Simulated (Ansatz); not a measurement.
**Geometry relaxation of AlH4O2F (part 1 of 2)**

System: AlH4O2F.
Method: RKS PBE0-D4/def2-SVP (Ansatz 0.2.0).

It belongs to a series of runs on one base structure; here: end point B relaxed. Figures and captions count atoms from 1; the log counts them from 0 in places.

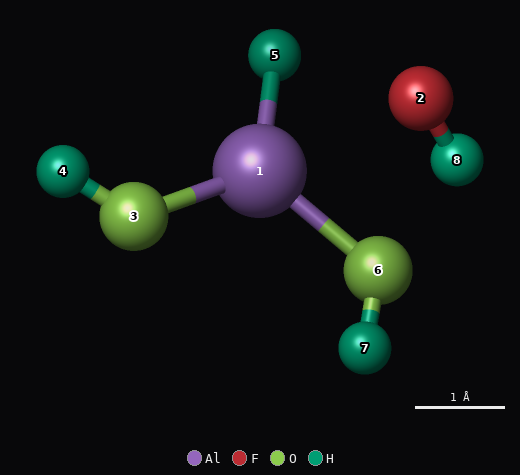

Figure 1. The input geometry (ball-and-stick view, seen at a tilt; atoms are numbered from 1 in the order of the input). Sticks mark near contacts. Bond lengths as drawn: Al–H 1.57 Å, Al–O 1.70 to 1.75 Å, F–H 0.93 Å and H–O 0.96 Å.

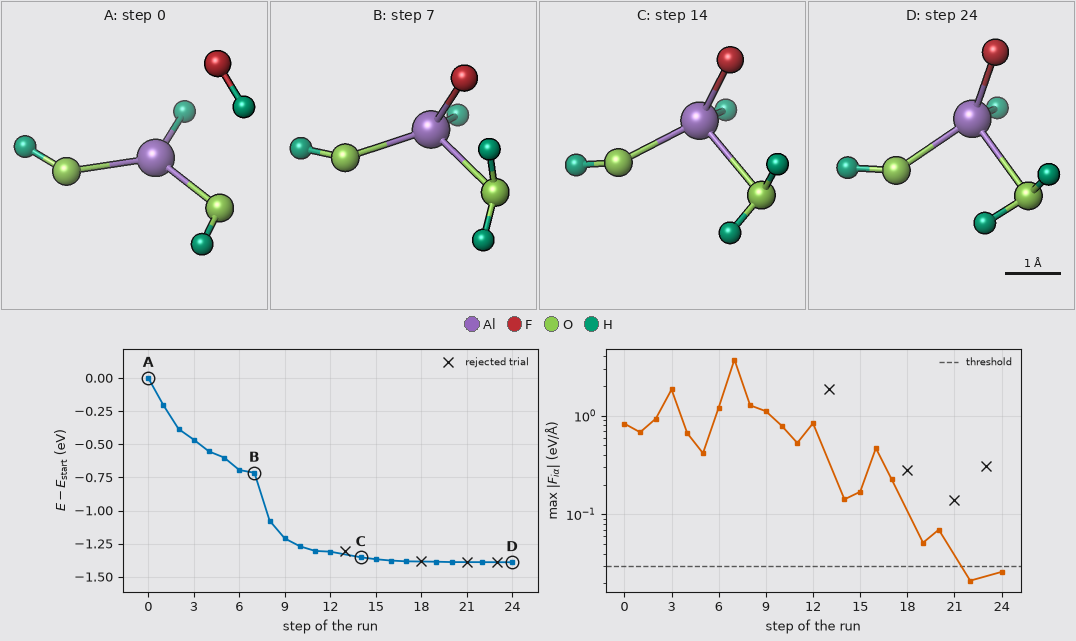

Figure 2. Frames of the relaxation (ball-and-stick view, seen at a tilt) above the curves, on which the letters mark them (the first geometry is step 0 here and step 1 in the log).

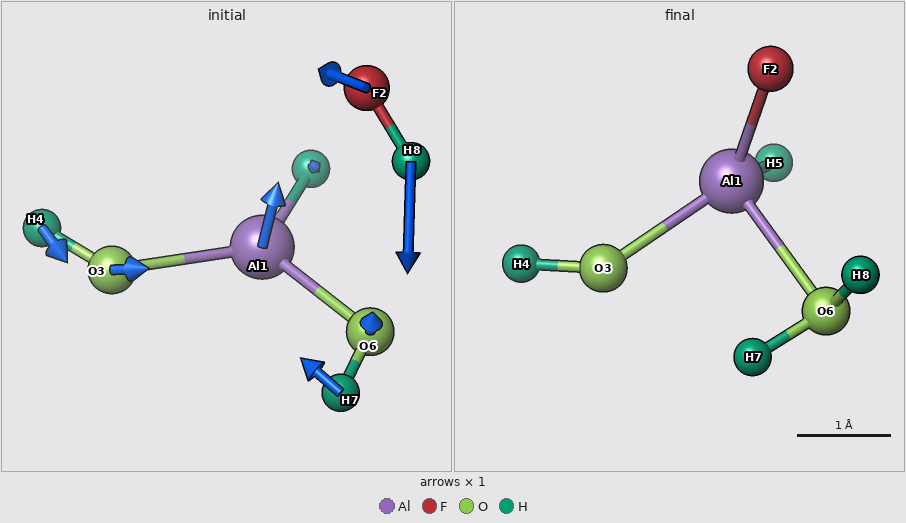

Figure 3. Before (left) and after (right) the relaxation, at one scale (ball-and-stick view, seen at a tilt). The blue arrows give the displacements, at true length. Over 24 geometry steps the energy falls by 1.390 eV. Largest force component: 0.83 eV/Å at the start, 0.026 eV/Å at the end. The line search rejected the trial steps at points 13, 18, 21, 23 (counted from 0) and went back. H8 moves most after the best rigid fit: 1.23 Å. By element the largest moves are H 1.23 Å, F 0.91 Å, Al 0.77 Å, O 0.48 Å. Distances before and after: F2–H8 0.927 → 2.524 Å, O6–H8 2.200 → 0.969 Å, Al1–F2 2.880 → 1.685 Å, Al1–O6 1.754 → 1.980 Å. New bonds form: Al1–F2 (2.88 → 1.68 Å), O6–H8 (2.20 → 0.97 Å). Bonds break: F2–H8 (0.93 → 2.52 Å). Among the angles that change: O3–Al1–O6 115.8° → 84.9°, Al1–O6–H7 118.6° → 94.3°, H5–Al1–O6 117.8° → 113.1°. (Atoms are counted from 1 in the order of the input.)

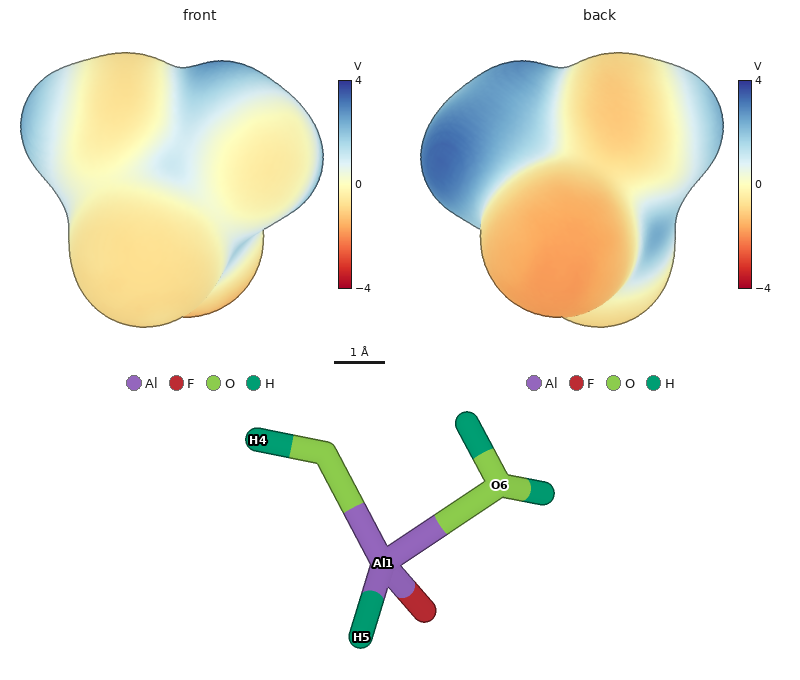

Figure 4. The electrostatic potential painted on the density surface at 0.002 e/bohr³, seen face on and from behind; the colour scale runs from red (negative) to blue (positive). The bare structure is drawn below in the same view.

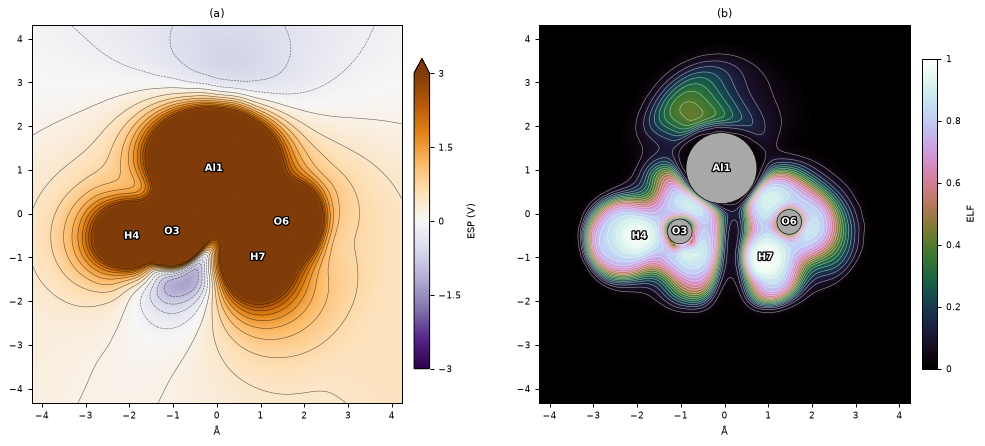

Figure 5. (a) molecular electrostatic potential; (b) electron localisation function on the plane of atoms O3, Al1 and O6. Grey discs, where drawn, cover atomic cores. The section cuts through Al, O and H sites. Al–O (1.73 Å): the ELF peaks at about 0.90 in the valence shell of O, 0.6 Å from its nucleus, and is about 0.40 at the midpoint. Al–O (1.98 Å): the ELF peaks at about 0.90 in the valence shell of O, 0.7 Å from its nucleus, and is about 0.50 at the midpoint.

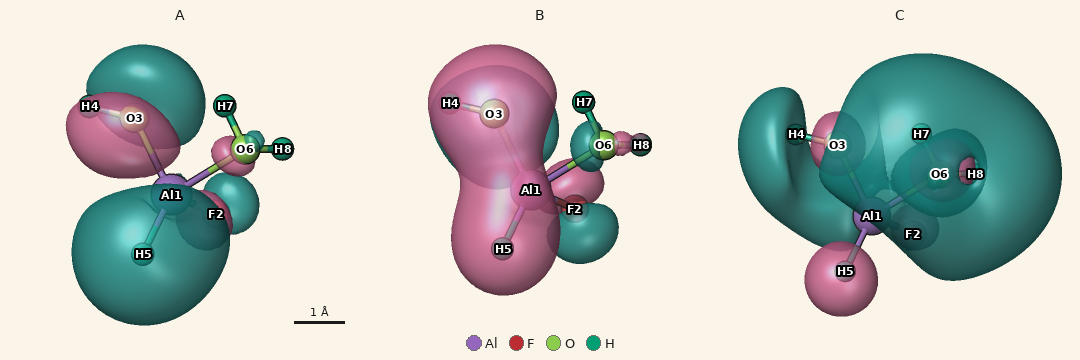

Figure 6. Three frontier orbitals at ±0.06 Å⁻³ᐟ² (teal and pink are the two phases). B is the HOMO−1 (−8.70 eV). A is the HOMO (−8.21 eV). Its weight (Hirshfeld) is mainly on O3 (35 %), H5 (35 %) and Al1 (25 %). C is the LUMO (0.51 eV). It lies mainly on H8 (25 %), Al1 (20 %), O6 (20 %) and H7 (15 %). The HOMO–LUMO gap is 8.72 eV between the orbital energies.

These pictures come from the run below.

Input
```yaml
crystal:
  periodic: [false, false, false]
  atoms:
    - { symbol: Al, position_ang: [0.081976, 0.46045, -0.287144] }
    - { symbol: F, position_ang: [-0.204117, -0.2068, 2.499783] }
    - { symbol: O, position_ang: [1.616114, -0.081639, -0.777433] }
    - { symbol: H, position_ang: [1.809424, -0.893105, -1.247944] }
    - { symbol: H, position_ang: [-1.29558, -0.161374, -0.710557] }
    - { symbol: O, position_ang: [0.058227, 1.945606, 0.645817] }
    - { symbol: H, position_ang: [0.878724, 2.43408, 0.753898] }
    - { symbol: H, position_ang: [-0.271368, 0.715682, 2.439979] }
basis:
  gaussian: { orbitals: def2-SVP }
hamiltonian:
  xc: pbe0
  dispersion: d4
relax:
  f_tol: 0.03
  max_steps: 50
output:
  orbitals: {}
```

Launched with:
```bash
ansatz run input.yaml --threads 1 --pin off --max-ram 2048MiB --backend cpu --events-out ev --progress --plain --runs-dir out
```

Output
```
The last accepted step is kept in [file] (removed where the run ends without a failure and the disk answers)
Engine: ansatz 0.2.0, aarch64-unknown-linux-gnu
Functional definition: PBE0
  parameter a = 0.25
  parameter kappa = 0.804
  parameter beta = 0.06672455060314922
  exchange = (1 - a)*pbe_x(kappa = kappa, mu = beta*pi^2/3) + a*exact_x
  correlation = pbe_c(beta = beta)
802 factors; integrals over basis functions are off by at most 3.4e-4 eV
mean field evaluation 1: about -13449.1754 eV, gradient 7.3e1 eV
mean field evaluation 2: about -13432.7427 eV, gradient 1.2e2 eV
mean field evaluation 4: about -13458.2672 eV, gradient 5.1e0 eV
mean field evaluation 8: about -13458.3199 eV, gradient 4.8e-2 eV
mean field -13458.31994409 eV, -494.5841355684 hartree, gradient 2.4e-5 eV, S^2 0.000000; 0 other end points of the search recorded, 0 dependent functions left out
the calculation of the forces begins
reference -13458.31997203 eV, -494.5841365950 hartree; 21, 21 occupied and 59, 59 virtual orbitals, 802 factors
relax step   1: F+E_penalty+E_count = -13458.40608649 eV  Δ(F+E_penalty+E_count) = +0.000e0 eV  max|allowed force component| = 8.326e-1 eV/Å  Δτ_max = 0.0000 Å  (23 SCF iters, accepted)
these checks for a lower state are left out or cut short: starts, cluster_reference, orbital_swaps, neighbouring_geometries, increment
802 factors; integrals over basis functions are off by at most 4.9e-4 eV
mean field evaluation 16: about -13458.5085 eV, gradient 1.8e-1 eV
mean field -13458.52355748 eV, -494.5916182226 hartree, gradient 1.4e-5 eV, S^2 0.000000; 0 other end points of the search recorded, 0 dependent functions left out
[... from here on the field's lines of each further geometry are left out, up to the last ...]
relax step   2: F+E_penalty+E_count = -13458.61156410 eV  Δ(F+E_penalty+E_count) = -2.055e-1 eV  max|allowed force component| = 6.804e-1 eV/Å  Δτ_max = 0.1997 Å  (27 SCF iters, accepted)
relax step   3: F+E_penalty+E_count = -13458.79102195 eV  Δ(F+E_penalty+E_count) = -1.795e-1 eV  max|allowed force component| = 9.356e-1 eV/Å  Δτ_max = 0.1951 Å  (26 SCF iters, accepted)
relax step   4: F+E_penalty+E_count = -13458.87141964 eV  Δ(F+E_penalty+E_count) = -8.040e-2 eV  max|allowed force component| = 1.849e0 eV/Å  Δτ_max = 0.1943 Å  (27 SCF iters, accepted)
relax step   5: F+E_penalty+E_count = -13458.95998277 eV  Δ(F+E_penalty+E_count) = -8.856e-2 eV  max|allowed force component| = 6.654e-1 eV/Å  Δτ_max = 0.0674 Å  (28 SCF iters, accepted)
relax step   6: F+E_penalty+E_count = -13459.00624896 eV  Δ(F+E_penalty+E_count) = -4.627e-2 eV  max|allowed force component| = 4.173e-1 eV/Å  Δτ_max = 0.0574 Å  (28 SCF iters, accepted)
relax step   7: F+E_penalty+E_count = -13459.10041214 eV  Δ(F+E_penalty+E_count) = -9.416e-2 eV  max|allowed force component| = 1.213e0 eV/Å  Δτ_max = 0.1698 Å  (26 SCF iters, accepted)
relax step   8: F+E_penalty+E_count = -13459.12135710 eV  Δ(F+E_penalty+E_count) = -2.094e-2 eV  max|allowed force component| = 3.719e0 eV/Å  Δτ_max = 0.1949 Å  (34 SCF iters, accepted)
relax step   9: F+E_penalty+E_count = -13459.48227546 eV  Δ(F+E_penalty+E_count) = -3.609e-1 eV  max|allowed force component| = 1.277e0 eV/Å  Δτ_max = 0.2000 Å  (32 SCF iters, accepted)
relax step  10: F+E_penalty+E_count = -13459.61657318 eV  Δ(F+E_penalty+E_count) = -1.343e-1 eV  max|allowed force component| = 1.113e0 eV/Å  Δτ_max = 0.1710 Å  (27 SCF iters, accepted)
relax step  11: F+E_penalty+E_count = -13459.67585703 eV  Δ(F+E_penalty+E_count) = -5.928e-2 eV  max|allowed force component| = 7.944e-1 eV/Å  Δτ_max = 0.2000 Å  (26 SCF iters, accepted)
relax step  12: F+E_penalty+E_count = -13459.71070817 eV  Δ(F+E_penalty+E_count) = -3.485e-2 eV  max|allowed force component| = 5.300e-1 eV/Å  Δτ_max = 0.2000 Å  (26 SCF iters, accepted)
relax step  13: F+E_penalty+E_count = -13459.71639798 eV  Δ(F+E_penalty+E_count) = -5.690e-3 eV  max|allowed force component| = 8.402e-1 eV/Å  Δτ_max = 0.1511 Å  (26 SCF iters, accepted)
relax step  14: F+E_penalty+E_count = -13459.71156860 eV  Δ(F+E_penalty+E_count) = +4.829e-3 eV  max|allowed force component| = 1.860e0 eV/Å  Δτ_max = 0.1856 Å  (26 SCF iters, rejected (line search))
relax step  15: F+E_penalty+E_count = -13459.75858275 eV  Δ(F+E_penalty+E_count) = -4.218e-2 eV  max|allowed force component| = 1.420e-1 eV/Å  Δτ_max = 0.0901 Å  (27 SCF iters, accepted)
relax step  16: F+E_penalty+E_count = -13459.77321045 eV  Δ(F+E_penalty+E_count) = -1.463e-2 eV  max|allowed force component| = 1.695e-1 eV/Å  Δτ_max = 0.1000 Å  (26 SCF iters, accepted)
relax step  17: F+E_penalty+E_count = -13459.78347658 eV  Δ(F+E_penalty+E_count) = -1.027e-2 eV  max|allowed force component| = 4.692e-1 eV/Å  Δτ_max = 0.1486 Å  (26 SCF iters, accepted)
relax step  18: F+E_penalty+E_count = -13459.78921719 eV  Δ(F+E_penalty+E_count) = -5.741e-3 eV  max|allowed force component| = 2.271e-1 eV/Å  Δτ_max = 0.0329 Å  (28 SCF iters, accepted)
relax step  19: F+E_penalty+E_count = -13459.78809191 eV  Δ(F+E_penalty+E_count) = +1.125e-3 eV  max|allowed force component| = 2.828e-1 eV/Å  Δτ_max = 0.0446 Å  (27 SCF iters, rejected (line search))
relax step  20: F+E_penalty+E_count = -13459.79222096 eV  Δ(F+E_penalty+E_count) = -3.004e-3 eV  max|allowed force component| = 5.154e-2 eV/Å  Δτ_max = 0.0217 Å  (28 SCF iters, accepted)
relax step  21: F+E_penalty+E_count = -13459.79493051 eV  Δ(F+E_penalty+E_count) = -2.710e-3 eV  max|allowed force component| = 6.988e-2 eV/Å  Δτ_max = 0.0635 Å  (27 SCF iters, accepted)
relax step  22: F+E_penalty+E_count = -13459.79483293 eV  Δ(F+E_penalty+E_count) = +9.758e-5 eV  max|allowed force component| = 1.389e-1 eV/Å  Δτ_max = 0.0100 Å  (28 SCF iters, rejected (line search))
relax step  23: F+E_penalty+E_count = -13459.79547350 eV  Δ(F+E_penalty+E_count) = -5.430e-4 eV  max|allowed force component| = 2.124e-2 eV/Å  Δτ_max = 0.0048 Å  (22 SCF iters, accepted)
relax step  24: F+E_penalty+E_count = -13459.79343665 eV  Δ(F+E_penalty+E_count) = +2.037e-3 eV  max|allowed force component| = 3.123e-1 eV/Å  Δτ_max = 0.0731 Å  (27 SCF iters, rejected (line search))
the calculation of the forces begins
reference -13459.70380098 eV, -494.6349913712 hartree; 21, 21 occupied and 59, 59 virtual orbitals, 804 factors
relax step  25: F+E_penalty+E_count = -13459.79611348 eV  Δ(F+E_penalty+E_count) = -6.400e-4 eV  max|allowed force component| = 2.608e-2 eV/Å  Δτ_max = 0.0238 Å  (28 SCF iters, accepted)
804 factors; integrals over basis functions are off by at most 1.3e-3 eV
mean field evaluation 192: about -13459.7035 eV, gradient 3.5e-1 eV
mean field -13459.70377232 eV, -494.6349903178 hartree, gradient 1.0e-5 eV, S^2 0.000000; 1 other end points of the search recorded, 0 dependent functions left out
the calculation of the forces begins
reference -13459.70380098 eV, -494.6349913712 hartree; 21, 21 occupied and 59, 59 virtual orbitals, 804 factors
Total energy: -13459.79614214 eV, -494.6383848462 hartree
Atom 0 at    -0.168867    -0.042734     0.256619 Å, force    -0.026078     0.003075    -0.000072 eV/Å
Atom 1 at    -0.264430    -0.716886     1.797756 Å, force     0.008424     0.001673     0.006933 eV/Å
Atom 2 at     1.426566     0.127907    -0.397797 Å, force     0.019378    -0.005198    -0.021376 eV/Å
Atom 3 at     1.865891    -0.409292    -1.056087 Å, force    -0.001986     0.004880     0.012180 eV/Å
Atom 4 at    -1.442783    -0.196708    -0.661307 Å, force     0.004619     0.004699    -0.004604 eV/Å
Atom 5 at     0.094457     1.806634     0.914465 Å, force     0.004236    -0.014535     0.011731 eV/Å
Atom 6 at     1.012222     1.872430     0.581777 Å, force    -0.000359    -0.004107    -0.010997 eV/Å
Atom 7 at     0.150344     1.771550     1.880973 Å, force    -0.008235     0.009513     0.006205 eV/Å
Dipole moment:     0.399186     0.480770    -0.012893 e Å
```

Trajectory as extended XYZ (Å, eV, eV/Å), 25 frames, from step=1 to step=25
```
8
Properties=species:S:1:pos:R:3:forces:R:3 step=1 energy=-13458.40609
Al    0.0820    0.4605   -0.2871   -0.0306   0.5737   0.7070
F    -0.2041   -0.2068    2.4998    0.0328  -0.1383  -0.2712
O     1.6161   -0.0816   -0.7774   -0.0155   0.0077   0.0096
H     1.8094   -0.8931   -1.2479    0.0062   0.0008  -0.0057
H    -1.2956   -0.1614   -0.7106   -0.0116  -0.0063  -0.0077
O     0.0582    1.9456    0.6458   -0.0422  -0.8326  -0.1741
H     0.8787    2.4341    0.7539    0.0183   0.0243   0.0047
H    -0.2714    0.7157    2.4400    0.0426   0.3706  -0.2627
8
Properties=species:S:1:pos:R:3:forces:R:3 step=2 energy=-13458.61156
Al    0.0801    0.4101   -0.1711   -0.1215  -0.0281   0.3849
F    -0.2093   -0.1427    2.3108    0.0171  -0.5916  -0.2385
O     1.6055   -0.0769   -0.7506   -0.0366  -0.0046   0.0878
H     1.8001   -0.8741   -1.2459   -0.0170   0.0442   0.0174
H    -1.2976   -0.1810   -0.6436    0.0170  -0.0207   0.0051
O     0.0592    1.8790    0.7599    0.2484  -0.0220   0.0795
H     0.8640    2.4113    0.7967   -0.2036  -0.0576   0.0129
H    -0.2287    0.7873    2.2601    0.0962   0.6804  -0.3490
```
